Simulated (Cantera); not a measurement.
Feed: 1 mol Fe, 0.094 mol H₂O, a varied amount of O₂, held at 1125 K and 0.100 bar.

Equilibrium computed with Cantera from the NASA thermochemical tables; the gas is ideal and each condensed phase is pure. Candidate condensed phases: Fe, FeO, Fe(OH)₂, Fe(OH)₃, Fe₂O₃, Fe₃O₄, H₂O; 12 gas species. Mutual solubility and eutectic melting of coexisting phases are not modelled. The tables' stoichiometric FeO is somewhat more stable than real wüstite, so its field is too wide. FeO: taken at fixed stoichiometry. The numbers say what is thermodynamically allowed, not how fast it happens.

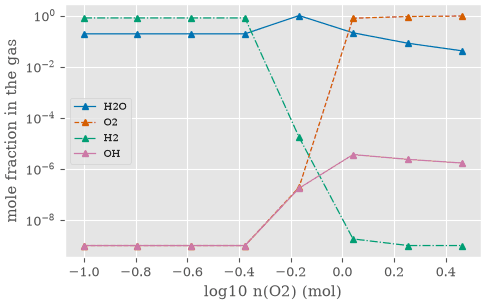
Fig. 1. Equilibrium gas composition (values under 1e-9 drawn at 1e-9)

From 0.1 mol O₂ to 0.42 mol O₂ the condensed part is Fe(α) + FeO(s). At 0.68 mol O₂ the condensed part is Fe₂O₃(s) + Fe₃O₄(s). From 1.1 mol O₂ to 2.9 mol O₂ the condensed part is Fe₂O₃(s).
